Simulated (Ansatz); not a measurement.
# Calculations on C$_{3}$H$_{11}$FSi$_{2}$

Part 1: Relaxation

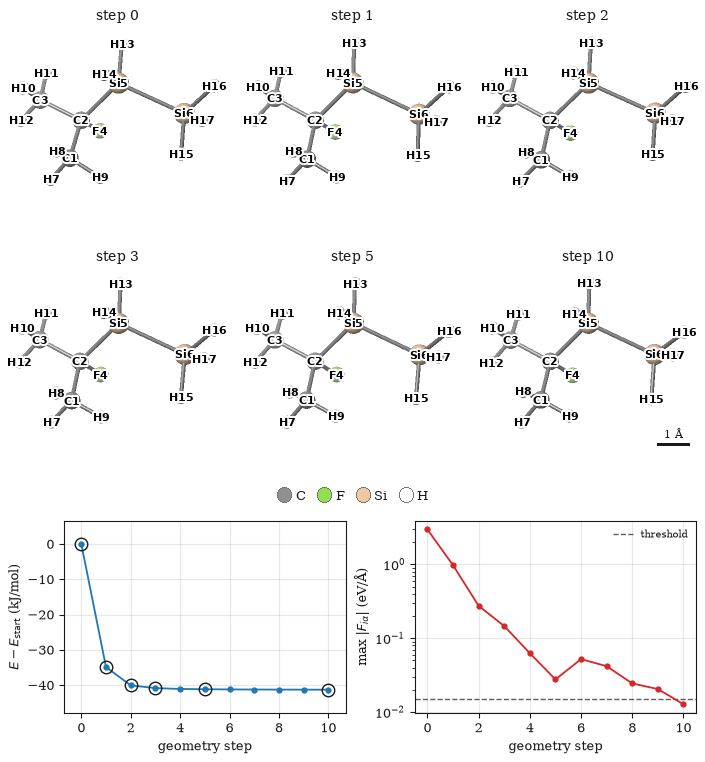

Frames of a relaxation of C₃H₁₁FSi₂, marked on the history of the run. The picture is a ball-and-stick view, seen at a tilt.

The run prepares an end point of a later path (torsion) calculation, from a guessed geometry.

The calculation used RKS PBE-D4/6-31G* (Ansatz 0.2.0). (no spin polarisation; force threshold 0.015 eV/Å; at most 40 steps)

> Describe the path.

The atom that moves furthest after the best rigid fit is H15 (0.32 Å). Largest moves by element: H 0.32 Å, F 0.14 Å, C 0.09 Å, Si 0.06 Å. Near-neighbour distances that change, for instance: C2–F4 1.357 → 1.436 Å, C1–H9 1.168 → 1.102 Å, Si5–H14 1.449 → 1.507 Å, Si5–H13 1.451 → 1.503 Å. Among the angles between lasting bonds that change: H11–C3–H12 102.2° → 108.4°, C1–C2–C3 106.3° → 112.3°, H7–C1–H9 102.8° → 108.1°. The energy falls by 41.3 kJ/mol in 10 geometry steps. Largest force component: 3 eV/Å at the start, 0.013 eV/Å at the end. From step 0 to 1: H13 moves most (0.10 Å), energy −34.9 kJ/mol. From step 1 to 2: H8 moves most (0.07 Å), energy −5.17 kJ/mol. From step 2 to 3: H15 moves most (0.15 Å), energy −0.77 kJ/mol. From step 3 to 5: H15 moves most (0.08 Å), energy −0.33 kJ/mol. From step 5 to 10: H15 moves most (0.09 Å), energy −0.12 kJ/mol.

Part 2: Relaxation

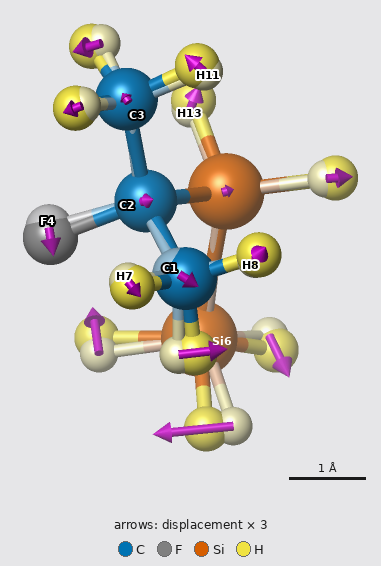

A relaxation of C₃H₁₁FSi₂. The starting structure is drawn faded, the final one solid; purple arrows show the displacements, magnified 3 times. The two geometries are superimposed by the best rigid fit.

Style: ball-and-stick. Shown from a free direction.

The run prepares an end point of a later path (torsion) calculation, from a guessed geometry.

Method: RKS PBE-D4/6-31G* (Ansatz 0.2.0). Settings: no spin polarisation; force threshold 0.015 eV/Å; at most 40 steps.

Atoms of which element are displaced furthest, and by how much?

Hydrogen: up to 0.36 Å, against 0.13 Å for fluorine.

What did the optimiser do to the structure, and how much energy did it gain?

An H atom moves most after the best rigid fit: 0.36 Å. By element the largest moves are H 0.36 Å, F 0.13 Å, C 0.11 Å, Si 0.06 Å. Some distances before and after: C–F 1.357 → 1.436 Å, C–H 1.168 → 1.103 Å, H–Si 1.449 → 1.507 Å, C–Si 1.899 → 1.935 Å. Among the angles between lasting bonds that change: C–C–C 106.3° → 112.4°, H–C–H 102.2° → 108.3°, H–C–H 102.8° → 108.1°. Over 10 geometry steps the energy falls by 9.94 kcal/mol. Largest force component: 3 eV/Å at the start, 0.014 eV/Å at the end.

Part 3: Path

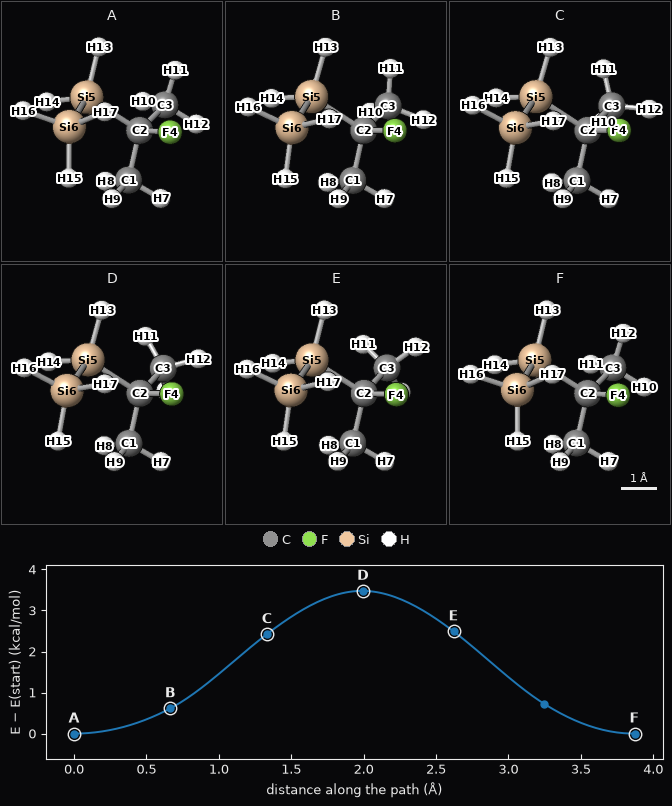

A nudged-elastic-band calculation for C₃H₁₁FSi₂. Images are numbered from 0 (start) to 6 (end). Frames A to F are images 0, 1, 2, 3, 4, 6. Style: ball-and-stick. Shown from a free direction.

Level of theory: RKS PBE-D4/6-31G* (Ansatz). Run with 5 movable images; climbing image; force threshold 0.05 eV/Å; iteration limit 60; starting path through a guess of the saddle point.

Q: What happens along the path, and what is the barrier?

A: The motion is a rotation about the C2–C3 bond by about 120°. No bond forms or breaks between the ends. Bond angles that change up to the highest image, for instance: C2–C3–H11 111.2° → 113.5°, C2–C3–H12 110.1° → 107.9°. The two ends have the same energy, and the highest point, image 3, lies 3.48 kcal/mol above the start. The band converged in 6 iterations. The largest component of the band force went from 5.4 to 0.025 eV/Å. The climbing image converged on the top of the path. Its vibrational analysis gives one imaginary mode (241i cm⁻¹), as a transition state must have.
